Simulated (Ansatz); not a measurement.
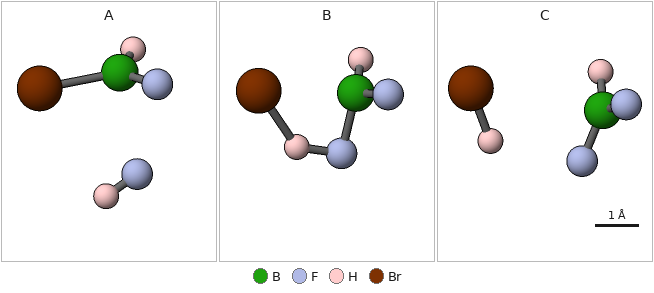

3 geometries from a converged minimum-energy path of BH₂BrF₂, made up at the start of BHF2 and HBr, shuffled. The picture is a ball-and-stick view, seen at a tilt.

Level of theory: Ansatz 0.2.0, RHF/def2-SVP. Set-up: 7 movable images; climbing image; force threshold 0.05 eV/Å; iteration limit 60; starting path through a guess of the saddle point.

> Which of them lies highest in energy?

B. In order along the path, whose images run from 0 to 8: C (image 2, +0.07 eV), B (image 5, +2.03 eV), A (image 8, +0.97 eV). Breaking: B–F (1.31 → 2.64 Å), Br–H (1.41 → 3.22 Å). Forming: B–Br (3.76 → 1.94 Å), F–H (2.90 → 0.90 Å).

Limits of the set-up: the start holds two separate molecules, 2.9 Å apart at their closest, whose relative position is a soft coordinate and is computed without a dispersion correction; Hartree-Fock leaves out electron correlation.

The run took 4.8 min on 1 thread of Arm Neoverse V1 (shared host), peak memory 0.16 GiB.
